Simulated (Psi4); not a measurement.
# CH7BGe (SMILES C[BH][GeH3]) at HF/def2-SVP

Aim: the energy change on altering one bond length of CH7BGe at HF/def2-SVP, from 2 runs. 

The calculation is run with Psi4 1.11.

2 further runs of the same task are left out: 2 set aside as unsound or not needed.

**1. The system as given**

CH7BGe has 10 atoms, charge 0, and is taken as a singlet. As SMILES, `C[BH][GeH3]`. The coordinates come from a PBE0-D4/def2-TZVP relaxation.

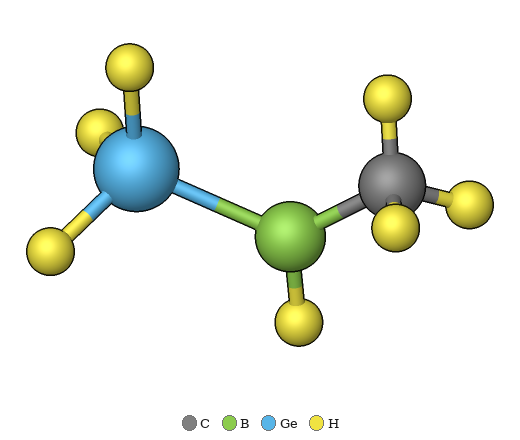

Viewed from a chosen angle; carbon grey, boron green, germanium blue, hydrogen yellow.

**2. Energy and forces at HF/def2-SVP**

The input, input.in:

```
memory 1.6 GB

molecule system {
  0 1
  C     -1.211300     0.848000    -0.579700
  B     -0.013900    -0.123000    -0.719700
  Ge     1.111300    -0.784600     0.881600
  H     -1.972600     0.748500    -1.357000
  H     -0.747300     1.837300    -0.749600
  H     -1.677100     0.898700     0.405800
  H      0.326000    -0.481700    -1.813000
  H      0.918400    -2.307400     1.048300
  H      0.729200    -0.128900     2.224000
  H      2.620500    -0.558300     0.662100
  symmetry c1
}

set globals {
  basis         def2-SVP
  puream        true
  e_convergence 1e-09
  d_convergence 1e-08
  scf_type      pk
}

result, w = gradient('hf', return_wfn=True)
oeprop(w, 'LOWDIN_CHARGES', 'WIBERG_LOWDIN_INDICES', 'MAYER_INDICES')
print_variables()
```

Run with:

```
$ psi4 -i input.in -o input.out -n 1
```

input.out:

```text
[...]
  Running in c1 symmetry.
[...]
  Nuclear repulsion =  160.491315919786956
[...]
  Multiplicity = 1
[...]
  Nalpha       = 25
  Nbeta        = 25
[...]
    Number of basis functions: 95
[...]
   @RHF iter   1: -2140.42543308071981   -3.26769e+00   2.25459e-02 ADIIS/DIIS
[...]
   @RHF iter  12: -2141.65716891849615   -2.59206e-11   6.97273e-09 DIIS
[...]
    Orbital Energies [Eh]
    ---------------------
    Doubly Occupied:
       1A   -405.175937     2A    -52.104492     3A    -46.205628
       4A    -46.205516     5A    -46.205236     6A    -11.215593
       7A     -7.617846     8A     -7.160455     9A     -5.138803
      10A     -5.138539    11A     -5.137466    12A     -1.612588
      13A     -1.612485    14A     -1.609958    15A     -1.608370
      16A     -1.608151    17A     -0.953717    18A     -0.734115
      19A     -0.632126    20A     -0.571364    21A     -0.554233
      22A     -0.492998    23A     -0.457620    24A     -0.449494
      25A     -0.393166
[...]
  @RHF Final Energy: -2141.65716891849615
   => Energetics <=
    Nuclear Repulsion Energy =            160.4913159197869561
    One-Electron Energy =               -3303.1051774056113572
    Two-Electron Energy =                1000.9566925673286732
    Total Energy =                      -2141.6571689184956995
[...]
 Multipole Moments:
 ------------------------------------------------------------------------------------
     Multipole            Electronic (a.u.)      Nuclear  (a.u.)        Total (a.u.)
 ------------------------------------------------------------------------------------
 L = 1.  Multiply by 2.5417464519 to convert [e a0] to [Debye]
 Dipole X            :          7.4222371           -7.7694069           -0.3471698
 Dipole Y            :         -5.3923998            5.6994566            0.3070569
 Dipole Z            :          5.0713972           -5.3471853           -0.2757881
 Magnitude           :                                                    0.5393235
[...]
  -Total Gradient:
     Atom            X                  Y                   Z
    ------   -----------------  -----------------  -----------------
       1        0.008295889374    -0.011375601683     0.000930262315
       2       -0.003653292711     0.004333221693     0.004775683112
       3       -0.006321162271     0.004801666573    -0.007444608794
       4        0.000119696535     0.000922981015    -0.001175485532
       5        0.000555485083     0.001123437132    -0.000396692343
       6        0.000431234266     0.000939774626     0.000852230183
       7       -0.000136999897     0.000285364244     0.001995678430
       8        0.000262627855    -0.000378939286    -0.000100887845
       9       -0.000036477485    -0.000148634747     0.000607545107
      10        0.000482999324    -0.000503269582    -0.000043724609
[...]
```

It took 14 s on 1 thread of Intel Xeon Platinum 8259CL at 2.50GHz (Skylake/Cascade Lake), shared host; peak memory 0.36 GiB.

**3. The distorted shape: a single-point energy at HF/def2-SVP**

The input, calc.in:

```
memory 1600 mb

molecule geom {
  0 1
  C     -0.830671     0.897747    -0.191072
  B      0.366729    -0.073253    -0.331072
  Ge     1.491929    -0.734853     1.270228
  H     -1.972600     0.748500    -1.357000
  H     -0.366671     1.887047    -0.360972
  H     -1.296471     0.948447     0.794428
  H      0.706629    -0.431953    -1.424372
  H      1.299029    -2.257653     1.436928
  H      1.109829    -0.079153     2.612628
  H      3.001129    -0.508553     1.050728
  units angstrom
  symmetry c1
  no_reorient
  no_com
}

set {
  puream true
  e_convergence 1e-09
  d_convergence 1e-08
  scf_type pk
}

e_tot, wfn = energy("scf/def2-SVP", return_wfn=True)
print_variables()
```

Run with:

```
$ psi4 calc.in calc.out -n 1
```

calc.out:

```text
[...]
  Running in c1 symmetry.
[...]
  Nuclear repulsion =  158.716767587452040
[...]
  Multiplicity = 1
[...]
  Nalpha       = 25
  Nbeta        = 25
[...]
    Number of basis functions: 95
[...]
   @RHF iter   1: -2140.31836795114486   -3.41877e+00   2.25644e-02 ADIIS/DIIS
[...]
   @RHF iter  12: -2141.57435197335190   -1.59162e-11   7.97923e-09 DIIS
[...]
    Orbital Energies [Eh]
    ---------------------
    Doubly Occupied:
       1A   -405.182123     2A    -52.110642     3A    -46.211765
       4A    -46.211659     5A    -46.211427     6A    -11.266555
       7A     -7.624968     8A     -7.166604     9A     -5.144890
      10A     -5.144644    11A     -5.143742    12A     -1.618674
      13A     -1.618522    14A     -1.616279    15A     -1.614521
      16A     -1.614344    17A     -0.936331    18A     -0.736840
      19A     -0.638375    20A     -0.568840    21A     -0.503685
      22A     -0.473397    23A     -0.461900    24A     -0.453679
      25A     -0.382885
[...]
  @RHF Final Energy: -2141.57435197335190
   => Energetics <=
    Nuclear Repulsion Energy =            158.7167675874520398
    One-Electron Energy =               -3299.2676603465320113
    Two-Electron Energy =                 998.9765407857282753
    Total Energy =                      -2141.5743519733514404
[...]
 Multipole Moments:
 ------------------------------------------------------------------------------------
     Multipole            Electronic (a.u.)      Nuclear  (a.u.)        Total (a.u.)
 ------------------------------------------------------------------------------------
 L = 1.  Multiply by 2.5417464519 to convert [e a0] to [Debye]
 Dipole X            :        -89.0504601           88.9536058           -0.0968543
 Dipole Y            :         34.6465959          -34.3710890            0.2755069
 Dipole Z            :        -76.7975298           76.7188594           -0.0786704
 Magnitude           :                                                    0.3024465
[...]
```

Run time: 6.3 s. Hardware: 1 thread of Intel Xeon Platinum 8259CL at 2.50GHz (Skylake/Cascade Lake), shared host; peak memory 0.36 GiB.

**4. Results**

At HF/def2-SVP:

```
                                                         quantity           value
                                        first shape: total energy  -2141.65717 Eh
                                       first shape: dipole moment          1.37 D
                                         first shape: HOMO energy       -10.70 eV
                                         first shape: LUMO energy         1.90 eV
                                       first shape: HOMO–LUMO gap        12.60 eV
                            first shape: largest force on an atom      0.726 eV/Å
                                    distorted shape: total energy  -2141.57435 Eh
                                   distorted shape: dipole moment          0.77 D
                                     distorted shape: HOMO energy       -10.42 eV
                                     distorted shape: LUMO energy         1.60 eV
                                   distorted shape: HOMO–LUMO gap        12.02 eV
energy change with the C1–H4 bond stretched from 1.093 to 1.639 Å        2.254 eV
```

**Reading.** With the C1–H4 bond stretched from 1.093 to 1.639 Å the energy rises by 2.25 eV (52 kcal/mol). The first shape isn't relaxed at this level, so the change isn't measured from a minimum. The largest force (first shape) is 0.73 eV/Å: the shape isn't a stationary point for this species at this level.
